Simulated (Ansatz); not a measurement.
# Molecular dynamics, with input and output: C2H7AsSi (part 1 of 5)

- system: C2H7AsSi
- method: RKS B3LYP/def2-SVP (Ansatz 0.2.0)

It belongs to a series of runs on one base structure; here: dynamics from the highest image of the converged band. Figures and captions count atoms from 1; the log counts them from 0 in places.

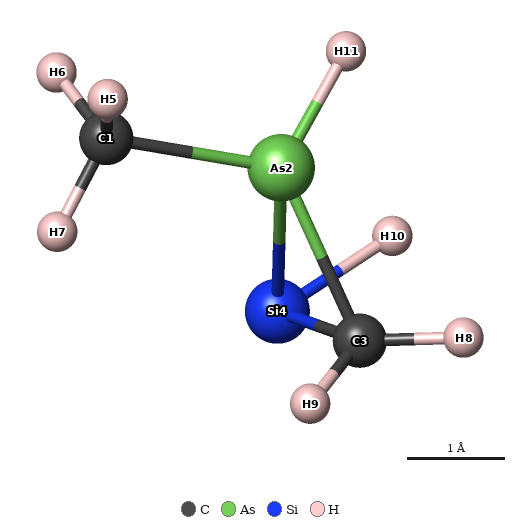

*The input geometry (ball-and-stick view, seen at a tilt; atoms are numbered from 1 in the order of the input).*

Bond lengths as drawn: As–C 1.96 to 1.99 Å, As–H 1.49 Å, As–Si 2.49 Å, C–H 1.10 Å, C–Si 1.94 Å and H–Si 1.53 Å.

## Key numbers

```json
{"quantity": "outcome", "value": "finished"}
{"quantity": "mean temperature over the second half", "value": "442 K"}
{"quantity": "trajectory", "value": "200 steps, 100 fs"}
{"quantity": "ensemble", "value": "nve"}
{"quantity": "temperature in the input", "value": "100.0 K"}
{"quantity": "time step", "value": "0.5 fs"}
{"quantity": "potential energy (last step)", "value": "−70895.1295 eV"}
{"quantity": "mean-field energy (last step)", "value": "−70895.1295 eV"}
{"quantity": "largest force (length of the vector) (last step)", "value": "1.465 eV/Å"}
{"quantity": "hardware", "value": "2 threads of AMD EPYC (Zen 5), 16 GiB of memory available, shared host"}
{"quantity": "wall time", "value": "3.8 min (CPU time 7.3 min)"}
{"quantity": "peak memory", "value": "0.29 GiB"}
```

## Remarks

So short a trajectory is not equilibrated.

## Input
```yaml
crystal:
  periodic: [false, false, false]
  atoms:
    - { symbol: C, position_ang: [-1.238489, 1.379391, -0.424926] }
    - { symbol: As, position_ang: [0.237177, 0.407132, 0.420789] }
    - { symbol: C, position_ang: [0.328224, -1.574978, 0.611396] }
    - { symbol: Si, position_ang: [1.149479, -1.314638, -1.132054] }
    - { symbol: H, position_ang: [-1.828165, 1.928713, 0.320912] }
    - { symbol: H, position_ang: [-0.826673, 2.060778, -1.180798] }
    - { symbol: H, position_ang: [-1.864315, 0.628127, -0.925482] }
    - { symbol: H, position_ang: [0.834248, -1.845686, 1.548734] }
    - { symbol: H, position_ang: [-0.721718, -1.901344, 0.636185] }
    - { symbol: H, position_ang: [2.541556, -1.055103, -0.540364] }
    - { symbol: H, position_ang: [1.453874, 1.230407, 0.686208] }
basis:
  gaussian: { orbitals: def2-SVP }
hamiltonian:
  xc: b3lyp
md:
  timestep: 0.5
  n_steps: 200
  ensemble: nve
  temperature: 100.0
  initial_velocities: maxwell_boltzmann
  seed: 7225
```

Command:
```bash
ansatz run input.yaml --threads 2 --pin off --max-ram 3072MiB --backend cpu --events-out ev --progress --plain --runs-dir out
```

## Output
```
Engine: ansatz 0.2.0, x86_64-unknown-linux-gnu
Functional definition: B3LYP
  parameter a0 = 0.2
  parameter ax = 0.72
  parameter ac = 0.81
  exchange = (1 - a0 - ax)*slater_x + ax*b88_x + a0*exact_x
  correlation = (1 - ac)*vwn_rpa_c + ac*lyp_c
1213 factors; integrals over basis functions are off by at most 3.0e-4 eV
mean field evaluation 1: about -70886.5703 eV, gradient 5.7e1 eV
mean field evaluation 2: about -70878.9231 eV, gradient 7.5e1 eV
mean field evaluation 4: about -70894.5847 eV, gradient 4.9e0 eV
mean field evaluation 8: about -70894.6580 eV, gradient 8.5e-2 eV
mean field evaluation 16: about -70894.6580 eV, gradient 1.4e-5 eV
mean field -70894.65797388 eV, -2605.3306264150 hartree, gradient 1.4e-5 eV, S^2 0.000000; 0 other end points of the search recorded, 0 dependent functions left out
the calculation of the forces begins
reference -70894.65823443 eV, -2605.3306359898 hartree; 33, 33 occupied and 80, 80 virtual orbitals, 1213 factors
md step     0: t =     0.00 fs  T =   100.0 K  F+E_penalty+E_count = -70894.65797388 eV  E_kin = 0.116334 eV  conserved = -70894.54163988 eV  (26 SCF iters)
these checks for a lower state are left out or cut short: starts, cluster_reference, orbital_swaps, neighbouring_geometries, increment
1213 factors; integrals over basis functions are off by at most 3.0e-4 eV
mean field -70894.65456809 eV, -2605.3305012544 hartree, gradient 4.0e-5 eV, S^2 0.000000; 0 other end points of the search recorded, 0 dependent functions left out
the calculation of the forces begins
reference -70894.65482861 eV, -2605.3305108283 hartree; 33, 33 occupied and 80, 80 virtual orbitals, 1213 factors
md step     1: t =     0.50 fs  T =    97.1 K  F+E_penalty+E_count = -70894.65456809 eV  E_kin = 0.112990 eV  conserved = -70894.54157773 eV  (27 SCF iters)
[... from here on the SCF iterations and repeated set-up lines of each step are left out, up to the last step ...]
md step     2: t =     1.00 fs  T =    89.3 K  F+E_penalty+E_count = -70894.64532881 eV  E_kin = 0.103908 eV  conserved = -70894.54142061 eV  (26 SCF iters)
md step     3: t =     1.50 fs  T =    78.6 K  F+E_penalty+E_count = -70894.63270032 eV  E_kin = 0.091479 eV  conserved = -70894.54122087 eV  (24 SCF iters)
md step     4: t =     2.00 fs  T =    67.7 K  F+E_penalty+E_count = -70894.61979978 eV  E_kin = 0.078757 eV  conserved = -70894.54104293 eV  (24 SCF iters)
md step     5: t =     2.50 fs  T =    58.9 K  F+E_penalty+E_count = -70894.60940837 eV  E_kin = 0.068466 eV  conserved = -70894.54094198 eV  (23 SCF iters)
md step     6: t =     3.00 fs  T =    53.4 K  F+E_penalty+E_count = -70894.60311669 eV  E_kin = 0.062174 eV  conserved = -70894.54094290 eV  (24 SCF iters)
md step     7: t =     3.50 fs  T =    51.5 K  F+E_penalty+E_count = -70894.60092634 eV  E_kin = 0.059892 eV  conserved = -70894.54103449 eV  (23 SCF iters)
md step     8: t =     4.00 fs  T =    51.8 K  F+E_penalty+E_count = -70894.60141580 eV  E_kin = 0.060239 eV  conserved = -70894.54117662 eV  (23 SCF iters)
md step     9: t =     4.50 fs  T =    52.5 K  F+E_penalty+E_count = -70894.60236302 eV  E_kin = 0.061046 eV  conserved = -70894.54131663 eV  (24 SCF iters)
md step    10: t =     5.00 fs  T =    51.7 K  F+E_penalty+E_count = -70894.60157110 eV  E_kin = 0.060164 eV  conserved = -70894.54140682 eV  (24 SCF iters)
md step    11: t =     5.50 fs  T =    48.3 K  F+E_penalty+E_count = -70894.59762723 eV  E_kin = 0.056211 eV  conserved = -70894.54141628 eV  (23 SCF iters)
md step    12: t =     6.00 fs  T =    42.2 K  F+E_penalty+E_count = -70894.59039679 eV  E_kin = 0.049059 eV  conserved = -70894.54133772 eV  (24 SCF iters)
md step    13: t =     6.50 fs  T =    34.3 K  F+E_penalty+E_count = -70894.58113490 eV  E_kin = 0.039944 eV  conserved = -70894.54119089 eV  (23 SCF iters)
md step    14: t =     7.00 fs  T =    26.8 K  F+E_penalty+E_count = -70894.57216479 eV  E_kin = 0.031144 eV  conserved = -70894.54102120 eV  (24 SCF iters)
md step    15: t =     7.50 fs  T =    21.7 K  F+E_penalty+E_count = -70894.56615916 eV  E_kin = 0.025272 eV  conserved = -70894.54088713 eV  (24 SCF iters)
md step    16: t =     8.00 fs  T =    20.9 K  F+E_penalty+E_count = -70894.56521207 eV  E_kin = 0.024370 eV  conserved = -70894.54084221 eV  (23 SCF iters)
md step    17: t =     8.50 fs  T =    25.0 K  F+E_penalty+E_count = -70894.57001767 eV  E_kin = 0.029108 eV  conserved = -70894.54090960 eV  (23 SCF iters)
md step    18: t =     9.00 fs  T =    33.0 K  F+E_penalty+E_count = -70894.57951818 eV  E_kin = 0.038448 eV  conserved = -70894.54106988 eV  (24 SCF iters)
md step    19: t =     9.50 fs  T =    42.9 K  F+E_penalty+E_count = -70894.59120707 eV  E_kin = 0.049939 eV  conserved = -70894.54126822 eV  (24 SCF iters)
md step    20: t =    10.00 fs  T =    52.0 K  F+E_penalty+E_count = -70894.60198211 eV  E_kin = 0.060545 eV  conserved = -70894.54143688 eV  (24 SCF iters)
md step    21: t =    10.50 fs  T =    58.2 K  F+E_penalty+E_count = -70894.60920221 eV  E_kin = 0.067681 eV  conserved = -70894.54152092 eV  (27 SCF iters)
md step    22: t =    11.00 fs  T =    60.2 K  F+E_penalty+E_count = -70894.61154551 eV  E_kin = 0.070049 eV  conserved = -70894.54149664 eV  (24 SCF iters)
md step    23: t =    11.50 fs  T =    58.5 K  F+E_penalty+E_count = -70894.60938127 eV  E_kin = 0.068003 eV  conserved = -70894.54137788 eV  (23 SCF iters)
md step    24: t =    12.00 fs  T =    54.5 K  F+E_penalty+E_count = -70894.60455774 eV  E_kin = 0.063348 eV  conserved = -70894.54120981 eV  (24 SCF iters)
md step    25: t =    12.50 fs  T =    50.4 K  F+E_penalty+E_count = -70894.59969708 eV  E_kin = 0.058644 eV  conserved = -70894.54105347 eV  (24 SCF iters)
md step    26: t =    13.00 fs  T =    48.4 K  F+E_penalty+E_count = -70894.59724019 eV  E_kin = 0.056276 eV  conserved = -70894.54096467 eV  (23 SCF iters)
md step    27: t =    13.50 fs  T =    49.5 K  F+E_penalty+E_count = -70894.59857637 eV  E_kin = 0.057603 eV  conserved = -70894.54097321 eV  (24 SCF iters)
md step    28: t =    14.00 fs  T =    53.7 K  F+E_penalty+E_count = -70894.60357618 eV  E_kin = 0.062504 eV  conserved = -70894.54107250 eV  (23 SCF iters)
md step    29: t =    14.50 fs  T =    59.7 K  F+E_penalty+E_count = -70894.61068846 eV  E_kin = 0.069464 eV  conserved = -70894.54122424 eV  (24 SCF iters)
md step    30: t =    15.00 fs  T =    65.5 K  F+E_penalty+E_count = -70894.61753263 eV  E_kin = 0.076157 eV  conserved = -70894.54137517 eV  (23 SCF iters)
md step    31: t =    15.50 fs  T =    69.0 K  F+E_penalty+E_count = -70894.62173507 eV  E_kin = 0.080260 eV  conserved = -70894.54147520 eV  (23 SCF iters)
md step    32: t =    16.00 fs  T =    69.0 K  F+E_penalty+E_count = -70894.62171821 eV  E_kin = 0.080226 eV  conserved = -70894.54149219 eV  (23 SCF iters)
md step    33: t =    16.50 fs  T =    65.2 K  F+E_penalty+E_count = -70894.61721627 eV  E_kin = 0.075798 eV  conserved = -70894.54141820 eV  (24 SCF iters)
md step    34: t =    17.00 fs  T =    58.6 K  F+E_penalty+E_count = -70894.60940087 eV  E_kin = 0.068129 eV  conserved = -70894.54127175 eV  (23 SCF iters)
md step    35: t =    17.50 fs  T =    51.1 K  F+E_penalty+E_count = -70894.60058030 eV  E_kin = 0.059485 eV  conserved = -70894.54109579 eV  (23 SCF iters)
md step    36: t =    18.00 fs  T =    45.2 K  F+E_penalty+E_count = -70894.59351616 eV  E_kin = 0.052569 eV  conserved = -70894.54094751 eV  (23 SCF iters)
md step    37: t =    18.50 fs  T =    42.7 K  F+E_penalty+E_count = -70894.59051986 eV  E_kin = 0.049638 eV  conserved = -70894.54088149 eV  (24 SCF iters)
md step    38: t =    19.00 fs  T =    44.4 K  F+E_penalty+E_count = -70894.59261358 eV  E_kin = 0.051688 eV  conserved = -70894.54092585 eV  (23 SCF iters)
md step    39: t =    19.50 fs  T =    49.9 K  F+E_penalty+E_count = -70894.59910048 eV  E_kin = 0.058032 eV  conserved = -70894.54106806 eV  (23 SCF iters)
md step    40: t =    20.00 fs  T =    57.2 K  F+E_penalty+E_count = -70894.60776195 eV  E_kin = 0.066504 eV  conserved = -70894.54125800 eV  (25 SCF iters)
md step    41: t =    20.50 fs  T =    63.8 K  F+E_penalty+E_count = -70894.61563744 eV  E_kin = 0.074210 eV  conserved = -70894.54142740 eV  (24 SCF iters)
md step    42: t =    21.00 fs  T =    67.5 K  F+E_penalty+E_count = -70894.62008433 eV  E_kin = 0.078567 eV  conserved = -70894.54151686 eV  (24 SCF iters)
md step    43: t =    21.50 fs  T =    67.2 K  F+E_penalty+E_count = -70894.61970375 eV  E_kin = 0.078206 eV  conserved = -70894.54149733 eV  (25 SCF iters)
md step    44: t =    22.00 fs  T =    63.1 K  F+E_penalty+E_count = -70894.61479552 eV  E_kin = 0.073416 eV  conserved = -70894.54137940 eV  (28 SCF iters)
md step    45: t =    22.50 fs  T =    56.7 K  F+E_penalty+E_count = -70894.60719455 eV  E_kin = 0.065986 eV  conserved = -70894.54120863 eV  (25 SCF iters)
md step    46: t =    23.00 fs  T =    50.3 K  F+E_penalty+E_count = -70894.59956214 eV  E_kin = 0.058514 eV  conserved = -70894.54104855 eV  (24 SCF iters)
md step    47: t =    23.50 fs  T =    45.9 K  F+E_penalty+E_count = -70894.59439804 eV  E_kin = 0.053442 eV  conserved = -70894.54095624 eV  (25 SCF iters)
md step    48: t =    24.00 fs  T =    44.9 K  F+E_penalty+E_count = -70894.59314998 eV  E_kin = 0.052189 eV  conserved = -70894.54096100 eV  (25 SCF iters)
md step    49: t =    24.50 fs  T =    47.0 K  F+E_penalty+E_count = -70894.59575607 eV  E_kin = 0.054703 eV  conserved = -70894.54105347 eV  (25 SCF iters)
md step    50: t =    25.00 fs  T =    51.2 K  F+E_penalty+E_count = -70894.60077271 eV  E_kin = 0.059578 eV  conserved = -70894.54119501 eV  (24 SCF iters)
md step    51: t =    25.50 fs  T =    55.6 K  F+E_penalty+E_count = -70894.60597424 eV  E_kin = 0.064640 eV  conserved = -70894.54133438 eV  (24 SCF iters)
md step    52: t =    26.00 fs  T =    58.2 K  F+E_penalty+E_count = -70894.60915433 eV  E_kin = 0.067728 eV  conserved = -70894.54142679 eV  (24 SCF iters)
md step    53: t =    26.50 fs  T =    57.9 K  F+E_penalty+E_count = -70894.60883993 eV  E_kin = 0.067395 eV  conserved = -70894.54144484 eV  (25 SCF iters)
md step    54: t =    27.00 fs  T =    54.5 K  F+E_penalty+E_count = -70894.60473525 eV  E_kin = 0.063353 eV  conserved = -70894.54138250 eV  (25 SCF iters)
md step    55: t =    27.50 fs  T =    48.6 K  F+E_penalty+E_count = -70894.59782375 eV  E_kin = 0.056569 eV  conserved = -70894.54125485 eV  (25 SCF iters)
md step    56: t =    28.00 fs  T =    42.1 K  F+E_penalty+E_count = -70894.59012302 eV  E_kin = 0.049026 eV  conserved = -70894.54109658 eV  (24 SCF iters)
md step    57: t =    28.50 fs  T =    37.1 K  F+E_penalty+E_count = -70894.58412660 eV  E_kin = 0.043171 eV  conserved = -70894.54095604 eV  (24 SCF iters)
md step    58: t =    29.00 fs  T =    35.4 K  F+E_penalty+E_count = -70894.58203866 eV  E_kin = 0.041157 eV  conserved = -70894.54088163 eV  (24 SCF iters)
md step    59: t =    29.50 fs  T =    37.9 K  F+E_penalty+E_count = -70894.58501829 eV  E_kin = 0.044115 eV  conserved = -70894.54090352 eV  (23 SCF iters)
md step    60: t =    30.00 fs  T =    44.4 K  F+E_penalty+E_count = -70894.59272095 eV  E_kin = 0.051703 eV  conserved = -70894.54101768 eV  (24 SCF iters)
md step    61: t =    30.50 fs  T =    53.5 K  F+E_penalty+E_count = -70894.60336825 eV  E_kin = 0.062184 eV  conserved = -70894.54118470 eV  (25 SCF iters)
md step    62: t =    31.00 fs  T =    62.8 K  F+E_penalty+E_count = -70894.61436454 eV  E_kin = 0.073020 eV  conserved = -70894.54134429 eV  (24 SCF iters)
md step    63: t =    31.50 fs  T =    70.3 K  F+E_penalty+E_count = -70894.62323049 eV  E_kin = 0.081791 eV  conserved = -70894.54143990 eV  (24 SCF iters)
md step    64: t =    32.00 fs  T =    74.8 K  F+E_penalty+E_count = -70894.62848077 eV  E_kin = 0.087040 eV  conserved = -70894.54144043 eV  (24 SCF iters)
md step    65: t =    32.50 fs  T =    76.3 K  F+E_penalty+E_count = -70894.63010847 eV  E_kin = 0.088758 eV  conserved = -70894.54135065 eV  (25 SCF iters)
md step    66: t =    33.00 fs  T =    75.9 K  F+E_penalty+E_count = -70894.62950867 eV  E_kin = 0.088299 eV  conserved = -70894.54120946 eV  (24 SCF iters)
md step    67: t =    33.50 fs  T =    75.5 K  F+E_penalty+E_count = -70894.62887964 eV  E_kin = 0.087806 eV  conserved = -70894.54107355 eV  (27 SCF iters)
md step    68: t =    34.00 fs  T =    76.8 K  F+E_penalty+E_count = -70894.63033714 eV  E_kin = 0.089340 eV  conserved = -70894.54099682 eV  (24 SCF iters)
md step    69: t =    34.50 fs  T =    80.9 K  F+E_penalty+E_count = -70894.63507759 eV  E_kin = 0.094069 eV  conserved = -70894.54100885 eV  (24 SCF iters)
md step    70: t =    35.00 fs  T =    87.5 K  F+E_penalty+E_count = -70894.64291622 eV  E_kin = 0.101812 eV  conserved = -70894.54110421 eV  (24 SCF iters)
md step    71: t =    35.50 fs  T =    95.5 K  F+E_penalty+E_count = -70894.65236552 eV  E_kin = 0.111119 eV  conserved = -70894.54124664 eV  (24 SCF iters)
md step    72: t =    36.00 fs  T =   103.0 K  F+E_penalty+E_count = -70894.66118956 eV  E_kin = 0.119803 eV  conserved = -70894.54138681 eV  (26 SCF iters)
md step    73: t =    36.50 fs  T =   108.1 K  F+E_penalty+E_count = -70894.66718156 eV  E_kin = 0.125702 eV  conserved = -70894.54147911 eV  (26 SCF iters)
md step    74: t =    37.00 fs  T =   109.5 K  F+E_penalty+E_count = -70894.66888253 eV  E_kin = 0.127387 eV  conserved = -70894.54149549 eV  (27 SCF iters)
md step    75: t =    37.50 fs  T =   107.1 K  F+E_penalty+E_count = -70894.66603186 eV  E_kin = 0.124602 eV  conserved = -70894.54143010 eV  (26 SCF iters)
md step    76: t =    38.00 fs  T =   101.7 K  F+E_penalty+E_count = -70894.65966520 eV  E_kin = 0.118366 eV  conserved = -70894.54129886 eV  (26 SCF iters)
md step    77: t =    38.50 fs  T =    95.2 K  F+E_penalty+E_count = -70894.65185836 eV  E_kin = 0.110722 eV  conserved = -70894.54113677 eV  (24 SCF iters)
md step    78: t =    39.00 fs  T =    89.5 K  F+E_penalty+E_count = -70894.64516746 eV  E_kin = 0.104176 eV  conserved = -70894.54099105 eV  (24 SCF iters)
md step    79: t =    39.50 fs  T =    86.8 K  F+E_penalty+E_count = -70894.64188116 eV  E_kin = 0.100973 eV  conserved = -70894.54090841 eV  (24 SCF iters)
md step    80: t =    40.00 fs  T =    88.0 K  F+E_penalty+E_count = -70894.64329113 eV  E_kin = 0.102373 eV  conserved = -70894.54091856 eV  (24 SCF iters)
md step    81: t =    40.50 fs  T =    93.0 K  F+E_penalty+E_count = -70894.64924371 eV  E_kin = 0.108226 eV  conserved = -70894.54101805 eV  (24 SCF iters)
md step    82: t =    41.00 fs  T =   100.6 K  F+E_penalty+E_count = -70894.65819567 eV  E_kin = 0.117026 eV  conserved = -70894.54116988 eV  (24 SCF iters)
md step    83: t =    41.50 fs  T =   108.7 K  F+E_penalty+E_count = -70894.66779776 eV  E_kin = 0.126483 eV  conserved = -70894.54131523 eV  (24 SCF iters)
md step    84: t =    42.00 fs  T =   115.5 K  F+E_penalty+E_count = -70894.67580745 eV  E_kin = 0.134410 eV  conserved = -70894.54139728 eV  (26 SCF iters)
md step    85: t =    42.50 fs  T =   120.0 K  F+E_penalty+E_count = -70894.68097235 eV  E_kin = 0.139589 eV  conserved = -70894.54138334 eV  (26 SCF iters)
md step    86: t =    43.00 fs  T =   122.3 K  F+E_penalty+E_count = -70894.68353787 eV  E_kin = 0.142261 eV  conserved = -70894.54127721 eV  (26 SCF iters)
md step    87: t =    43.50 fs  T =   123.8 K  F+E_penalty+E_count = -70894.68518198 eV  E_kin = 0.144063 eV  conserved = -70894.54111864 eV  (26 SCF iters)
md step    88: t =    44.00 fs  T =   126.7 K  F+E_penalty+E_count = -70894.68839452 eV  E_kin = 0.147426 eV  conserved = -70894.54096854 eV  (25 SCF iters)
md step    89: t =    44.50 fs  T =   132.9 K  F+E_penalty+E_count = -70894.69553381 eV  E_kin = 0.154650 eV  conserved = -70894.54088426 eV  (28 SCF iters)
md step    90: t =    45.00 fs  T =   143.6 K  F+E_penalty+E_count = -70894.70793408 eV  E_kin = 0.167037 eV  conserved = -70894.54089689 eV  (24 SCF iters)
md step    91: t =    45.50 fs  T =   158.5 K  F+E_penalty+E_count = -70894.72542158 eV  E_kin = 0.184423 eV  conserved = -70894.54099869 eV  (24 SCF iters)
md step    92: t =    46.00 fs  T =   176.5 K  F+E_penalty+E_count = -70894.74642204 eV  E_kin = 0.205272 eV  conserved = -70894.54115035 eV  (26 SCF iters)
md step    93: t =    46.50 fs  T =   195.4 K  F+E_penalty+E_count = -70894.76856589 eV  E_kin = 0.227266 eV  conserved = -70894.54129951 eV  (25 SCF iters)
md step    94: t =    47.00 fs  T =   213.3 K  F+E_penalty+E_count = -70894.78950172 eV  E_kin = 0.248100 eV  conserved = -70894.54140202 eV  (25 SCF iters)
md step    95: t =    47.50 fs  T =   228.8 K  F+E_penalty+E_count = -70894.80759687 eV  E_kin = 0.266163 eV  conserved = -70894.54143399 eV  (25 SCF iters)
md step    96: t =    48.00 fs  T =   241.5 K  F+E_penalty+E_count = -70894.82232709 eV  E_kin = 0.280933 eV  conserved = -70894.54139404 eV  (26 SCF iters)
md step    97: t =    48.50 fs  T =   251.9 K  F+E_penalty+E_count = -70894.83430987 eV  E_kin = 0.293010 eV  conserved = -70894.54129973 eV  (26 SCF iters)
md step    98: t =    49.00 fs  T =   261.2 K  F+E_penalty+E_count = -70894.84503196 eV  E_kin = 0.303850 eV  conserved = -70894.54118160 eV  (26 SCF iters)
md step    99: t =    49.50 fs  T =   271.0 K  F+E_penalty+E_count = -70894.85635807 eV  E_kin = 0.315280 eV  conserved = -70894.54107801 eV  (25 SCF iters)
md step   100: t =    50.00 fs  T =   282.7 K  F+E_penalty+E_count = -70894.86992212 eV  E_kin = 0.328896 eV  conserved = -70894.54102567 eV  (25 SCF iters)
md step   101: t =    50.50 fs  T =   297.0 K  F+E_penalty+E_count = -70894.88655071 eV  E_kin = 0.345503 eV  conserved = -70894.54104818 eV  (25 SCF iters)
md step   102: t =    51.00 fs  T =   313.5 K  F+E_penalty+E_count = -70894.90590443 eV  E_kin = 0.364761 eV  conserved = -70894.54114348 eV  (25 SCF iters)
md step   103: t =    51.50 fs  T =   331.1 K  F+E_penalty+E_count = -70894.92651029 eV  E_kin = 0.385228 eV  conserved = -70894.54128278 eV  (25 SCF iters)
md step   104: t =    52.00 fs  T =   348.0 K  F+E_penalty+E_count = -70894.94622148 eV  E_kin = 0.404804 eV  conserved = -70894.54141779 eV  (25 SCF iters)
md step   105: t =    52.50 fs  T =   362.3 K  F+E_penalty+E_count = -70894.96297069 eV  E_kin = 0.421471 eV  conserved = -70894.54149970 eV  (25 SCF iters)
md step   106: t =    53.00 fs  T =   373.1 K  F+E_penalty+E_count = -70894.97553110 eV  E_kin = 0.434034 eV  conserved = -70894.54149754 eV  (25 SCF iters)
```
